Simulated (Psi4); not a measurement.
**Single-point calculation of PH**

System: PH, multiplicity 3.
Method: r2SCAN/cc-pVQZ, UKS (Psi4 1.11).

The geometry comes from this level: PBE0-D4/def2-TZVP.

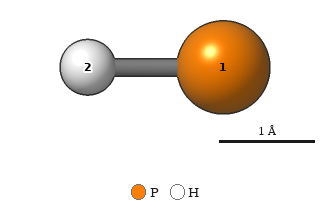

Fig. 1: The structure (ball-and-stick view, seen on its broad side; atoms are numbered from 1 in the order of the input). Bond lengths as drawn: H–P 1.43 Å.

The input (calc.py)
```python
import psi4

psi4.set_memory(1600000000)
psi4.set_num_threads(1)
psi4.core.set_output_file('psi4.out', False)

geom = psi4.geometry("""
0 3
P      0.00000000     0.00000000    -0.02760890
H      0.00000000     0.00000000     2.67146803
units bohr
symmetry c1
""")

psi4.set_options({
    'basis': 'cc-pVQZ',
    'reference': 'uks',
    'puream': True,
    'scf_type': 'pk',
    'dft_radial_points': 99,
    'dft_spherical_points': 590,
    'maxiter': 100,
})

result, w = psi4.energy('r2scan', molecule=geom, return_wfn=True)
print('E =', round(result, 9))
```

Hardware: 1 thread of AMD EPYC (Zen 5), 16 GiB of memory available, shared host.

Run as:
```bash
python calc.py
```

What the program printed
```
=> Loading Basis Set <=

    Name: CC-PVQZ
    Role: ORBITAL
    Keyword: BASIS

         ---------------------------------------------------------
                                   SCF
                              UKS Reference
                        1 Threads,   1525 MiB Core
         ---------------------------------------------------------

  ==> Geometry <==

    Molecular point group: c1
    Full point group: C_inf_v

    Geometry (in Bohr), charge = 0, multiplicity = 3:

       Center              X                  Y                   Z               Mass
    ------------   -----------------  -----------------  -----------------  -----------------
         P            0.000000000000     0.000000000000    -0.085055106595    30.973761998420
         H            0.000000000000     0.000000000000     2.614021823405     1.007825032230

  Running in c1 symmetry.

  Rotational constants: A = ************  B =      8.46612  C =      8.46612 [cm^-1]
  Rotational constants: A = ************  B = 253808.00798  C = 253808.00798 [MHz]
  Nuclear repulsion =    5.557455526100918

  Charge       = 0
  Multiplicity = 3
  Electrons    = 16
  Nalpha       = 9
  Nbeta        = 7

  ==> Algorithm <==

  SCF Algorithm Type is PK.
  DIIS enabled.
  MOM disabled.
  Fractional occupation disabled.
  Guess Type is SAD.
  Energy threshold   = 1.00e-06
  Density threshold  = 1.00e-06
  Integral threshold = 1.00e-12

  ==> Primary Basis <==

  Basis Set: CC-PVQZ
    Blend: CC-PVQZ
    Number of shells: 27
    Number of basis functions: 89
    Number of Cartesian functions: 109
    Spherical Harmonics?: true
    Max angular momentum: 4

  ==> DFT Potential <==

   => LibXC <=

    Version 7.1.2

   => Composite Functional: R2SCAN <=

    r2SCAN Meta-GGA XC Functional  (0.1021/acs.jpclett.0c02405)

    Deriv               =              1
    GGA                 =           TRUE
    Meta                =           TRUE

    Exchange Hybrid     =          FALSE
    MP2 Hybrid          =          FALSE

   => Exchange Functionals <=

    1.0000   XC_MGGA_X_R2SCAN

   => Correlation Functionals <=

    1.0000   XC_MGGA_C_R2SCAN

   => LibXC Density Thresholds  <==

    XC_MGGA_C_R2SCAN:  1.00E-15
    XC_MGGA_X_R2SCAN:  1.00E-11

   => Molecular Quadrature <=

    Radial Scheme          =       TREUTLER
    Pruning Scheme         =           NONE
    Nuclear Scheme         =       TREUTLER

    Blocking Scheme        =         OCTREE
    BS radius alpha        =              1
    Pruning alpha          =              1
    Radial Points          =             99
    Spherical Points       =            590
    Total Points           =         111516
    Total Blocks           =            889
    Max Points             =            256
    Max Functions          =             89
    Weights Tolerance      =       1.00E-15

  ==> Integral Setup <==

  Using in-core PK algorithm.
   Calculation information:
      Number of atoms:                   2
      Number of AO shells:              27
      Number of primitives:             79
      Number of atomic orbitals:       109
      Number of basis functions:        89

      Integral cutoff                 1.00e-12
      Number of threads:                 1

  Performing in-core PK
  Using 16044030 doubles for integral storage.
  We computed 71631 shell quartets total.
  Whereas there are 71631 unique shell quartets.

  ==> DiskJK: Disk-Based J/K Matrices <==

    J tasked:                  Yes
    K tasked:                   No
    wK tasked:                  No
    Memory [MiB]:              478
    Schwarz Cutoff:          1E-12

  Cached 50.1% of DFT collocation blocks in 0.340 [GiB].

  Minimum eigenvalue in the overlap matrix is 3.0520705225E-04.
  Reciprocal condition number of the overlap matrix is 6.2328945311E-05.
    Using symmetric orthogonalization.

  ==> Pre-Iterations <==

  SCF Guess: Superposition of Atomic Densities via on-the-fly atomic UHF (no occupation information).

   -------------------------
    Irrep   Nso     Nmo
   -------------------------
     A         89      89
   -------------------------
    Total      89      89
   -------------------------

  ==> Iterations <==

                        Total Energy        Delta E     RMS |[F,P]|

   @UKS iter SAD:  -341.52929438064524   -3.41529e+02   0.00000e+00
   @UKS iter   1:  -341.84027172242116   -3.10977e-01   2.75657e-03 ADIIS/DIIS
   @UKS iter   2:  -341.85851513941140   -1.82434e-02   1.49608e-03 ADIIS/DIIS
   @UKS iter   3:  -341.86603338010821   -7.51824e-03   1.34718e-04 ADIIS/DIIS
   @UKS iter   4:  -341.86615616444396   -1.22784e-04   3.65940e-05 DIIS
   @UKS iter   5:  -341.86616696675395   -1.08023e-05   1.51015e-05 DIIS
   @UKS iter   6:  -341.86616867668067   -1.70993e-06   5.08981e-06 DIIS
   @UKS iter   7:  -341.86616893307894   -2.56398e-07   9.76910e-07 DIIS
  Energy and wave function converged.

  ==> Post-Iterations <==

   Electrons on quadrature grid:
      Nalpha   =    9.0000000010 ; deviation = 9.980e-10
      Nbeta    =    7.0000000012 ; deviation = 1.160e-09
      Ntotal   =   16.0000000022 ; deviation = 2.158e-09

   @Spin Contamination Metric:   1.344226310E-02
   @S^2 Expected:                2.000000000E+00
   @S^2 Observed:                2.013442263E+00
   @S   Expected:                1.000000000E+00
   @S   Observed:                1.000000000E+00

    Orbital Energies [Eh]
    ---------------------

    Alpha Occupied:

       1A    -76.815395     2A     -6.502129     3A     -4.651239
       4A     -4.651239     5A     -4.643305     6A     -0.594923
       7A     -0.324084     8A     -0.242088     9A     -0.242088

    Alpha Virtual:

      10A      0.012616    11A      0.117866    12A      0.172980
      13A      0.172980    14A      0.175394    15A      0.175395
      16A      0.182155    17A      0.189838    18A      0.189838
      19A      0.304559    20A      0.456435    21A      0.635360
      22A      0.635360    23A      0.741585    24A      0.832128
      25A      0.832128    26A      0.835679    27A      0.835679
      28A      0.848532    29A      0.848533    30A      0.854327
      31A      0.854327    32A      1.020850    33A      1.040783
      34A      1.040783    35A      1.130842    36A      1.137722
      37A      1.137722    38A      1.200480    39A      1.484685
      40A      1.731068    41A      2.055968    42A      2.055969
      43A      2.132970    44A      2.132970    45A      2.462506
      46A      2.595634    47A      2.595634    48A      2.603077
      49A      2.603077    50A      2.609332    51A      2.609332
      52A      2.614498    53A      2.614503    54A      2.627420
      55A      2.627420    56A      2.635342    57A      2.635343
      58A      2.684940    59A      2.684940    60A      2.809887
      61A      2.863771    62A      2.863771    63A      2.949860
      64A      2.949861    65A      2.970258    66A      3.588982
      67A      3.723141    68A      3.771097    69A      3.771097
      70A      5.251410    71A      5.251410    72A      6.086642
      73A      6.086642    74A      6.172832    75A      6.443060
      76A      6.443064    77A      6.756435    78A      6.941210
      79A      6.941210    80A      7.746209    81A      8.112843
      82A      8.112843    83A      8.271315    84A      8.271321
      85A      8.855064    86A      8.855064    87A      9.283023
      88A      9.850504    89A     13.258320

    Beta Occupied:

       1A    -76.806260     2A     -6.495470     3A     -4.637873
       4A     -4.635986     5A     -4.635986     6A     -0.517883
       7A     -0.299400

    Beta Virtual:

       8A     -0.126276     9A     -0.126276    10A      0.042605
      11A      0.168034    12A      0.214013    13A      0.214013
      14A      0.214136    15A      0.251025    16A      0.251025
      17A      0.282703    18A      0.282704    19A      0.379026
      20A      0.484823    21A      0.657579    22A      0.657579
      23A      0.808284    24A      0.892094    25A      0.892094
      26A      0.893764    27A      0.893772    28A      0.940891
      29A      0.940891    30A      0.945618    31A      0.945623
      32A      1.071903    33A      1.114522    34A      1.114522
      35A      1.139082    36A      1.175963    37A      1.175963
      38A      1.220881    39A      1.478962    40A      1.782403
      41A      2.040211    42A      2.040224    43A      2.118276
      44A      2.118276    45A      2.450386    46A      2.634321
      47A      2.634321    48A      2.661787    49A      2.661787
      50A      2.662215    51A      2.662229    52A      2.679331
      53A      2.679331    54A      2.680895    55A      2.680896
      56A      2.703243    57A      2.703243    58A      2.717010
      59A      2.717014    60A      2.821542    61A      2.876079
      62A      2.876079    63A      2.954043    64A      2.958463
      65A      2.958488    66A      3.543942    67A      3.694258
      68A      3.736214    69A      3.736214    70A      5.251600
      71A      5.251600    72A      5.952249    73A      5.952249
      74A      6.140541    75A      6.316522    76A      6.316527
      77A      6.649833    78A      6.821999    79A      6.821999
      80A      7.668502    81A      8.012552    82A      8.012552
      83A      8.150199    84A      8.150205    85A      8.734632
      86A      8.734632    87A      9.163052    88A      9.779160
      89A     13.247394

    Final Occupation by Irrep:
              A
    DOCC [     7 ]
    SOCC [     2 ]
    NA   [     9 ]
    NB   [     7 ]

  @UKS Final Energy:  -341.86616893307894

   => Energetics <=

    Nuclear Repulsion Energy =              5.5574555261009175
    One-Electron Energy =                -483.2043127283287731
    Two-Electron Energy =                 159.3012042983845902
    DFT Exchange-Correlation Energy =     -23.5205160292356155
    Empirical Dispersion Energy =           0.0000000000000000
    VV10 Nonlocal Energy =                  0.0000000000000000
    Total Energy =                       -341.8661689330789386

  UHF NO Occupations:
  HONO-2 :    7  A 1.9940600
  HONO-1 :    8  A 1.0000000
  HONO-0 :    9  A 1.0000000
  LUNO+0 :   10  A 0.0059400
  LUNO+1 :   11  A 0.0007916
  LUNO+2 :   12  A 0.0000029
  LUNO+3 :   13  A 0.0000029

Computation Completed

Properties will be evaluated at   0.000000,   0.000000,   0.000000 [a0]

Properties computed using the SCF density matrix

 Multipole Moments:

 ------------------------------------------------------------------------------------
     Multipole            Electronic (a.u.)      Nuclear  (a.u.)        Total (a.u.)
 ------------------------------------------------------------------------------------

 L = 1.  Multiply by 2.5417464519 to convert [e a0] to [Debye]
 Dipole X            :         -0.0000000            0.0000000           -0.0000000
 Dipole Y            :         -0.0000000            0.0000000           -0.0000000
 Dipole Z            :         -1.1450297            1.3381952            0.1931656
 Magnitude           :                                                    0.1931656

 ------------------------------------------------------------------------------------

	total time  =         10 seconds =       0.17 minutes
```

Results in brief

| quantity | value |
| --- | --- |
| outcome | converged |
| total energy | −341.866169 hartree |
| basis functions | 89 |
| ⟨S²⟩ | 2.013 |
| dipole moment | 0.49 D |
| wall time | 11 s |
| peak memory | 0.88 GiB |
